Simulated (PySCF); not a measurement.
## Electronic structure of C3H5NOSi in real space

| atom | x (Å) | y (Å) | z (Å) |
| --- | --- | --- | --- |
| N | -1.6218 | 1.8840 | -0.4800 |
| C | -1.6377 | 0.7233 | -0.3472 |
| C | -1.8218 | -0.6407 | -0.3710 |
| C | -0.9917 | -1.6356 | 0.1697 |
| O | 0.2176 | -1.6420 | 0.6083 |
| Si | 1.4042 | -0.3674 | 0.1919 |
| H | -2.8444 | -0.9253 | -0.6017 |
| H | -1.3857 | -2.6966 | 0.1658 |
| H | 2.4645 | -1.0478 | 0.9109 |
| H | 1.1990 | -0.1821 | -1.1871 |
| H | 1.1831 | 0.9244 | 0.8153 |

Geometry: GFN2-xTB, MD frame at 250 fs, 600 K.

All numbers below come from PBE0/pcSseg-1, SCF density, gas phase, non-relativistic (PySCF).

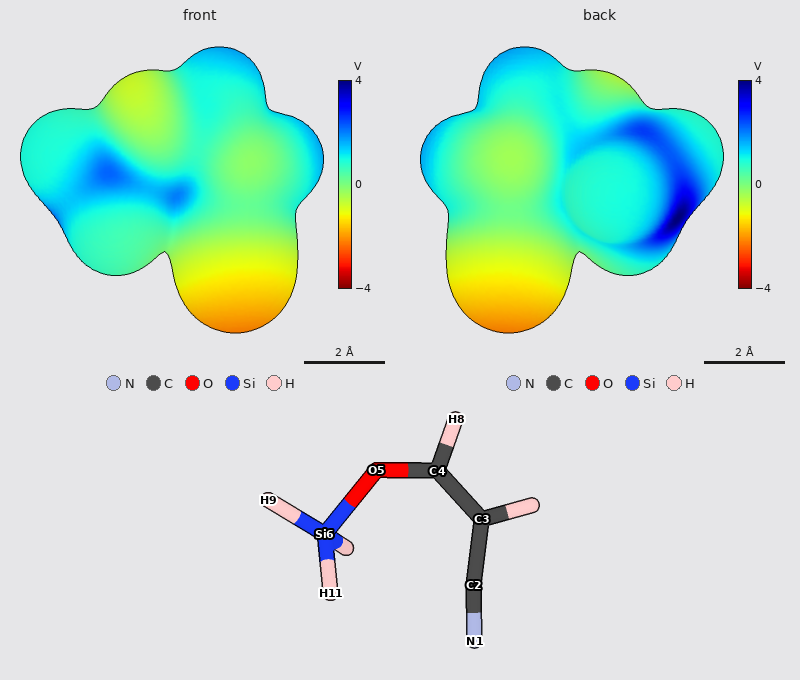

Figure 1. The electrostatic potential painted on the density surface at 0.004 e/bohr³, seen from the front and from behind; red is negative and blue positive. The bare structure is drawn below in the same view.

Where is the surface potential most negative and most positive?

The most negative region (about −2.2 V) lies over N1, the most positive (about +3.8 V) over Si6. N1 is the likeliest acceptor of a hydrogen bond.

How polar is the molecule by this calculation?

Its dipole moment is 3.85 D.

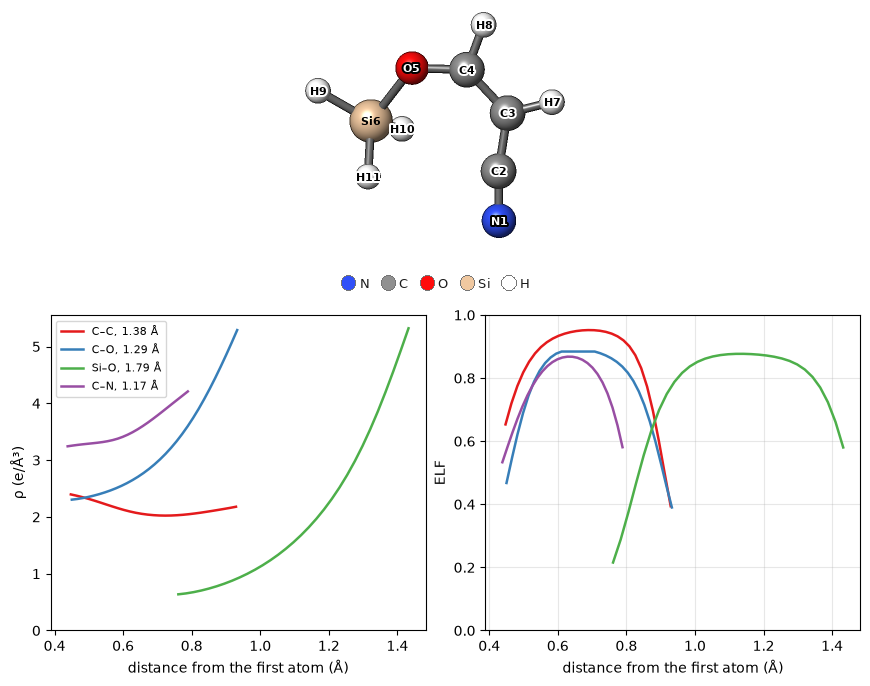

Figure 2. Total electron density and ELF along straight lines between neighbouring atoms. The curves leave out the atomic cores. The structure is drawn too.

What kind of bonding do the profiles show?

C–C (1.38 Å): ρ at the midpoint is about 2 e/Å³; the ELF peaks at about 0.95 between the atoms, as expected for a covalent bond.
C–O (1.29 Å): the density is about 2.7 e/Å³ at the midpoint; the ELF peaks at about 0.90 between the atoms: a short, strongly polar bond.
Si–O (1.79 Å): ρ is about 0.82 e/Å³ halfway; the ELF peaks at about 0.90 between the atoms, as expected for a polar covalent bond.
C–N (1.17 Å): ρ is about 3.4 e/Å³ halfway; the ELF peaks at about 0.85 between the atoms: a short, multiple covalent bond.
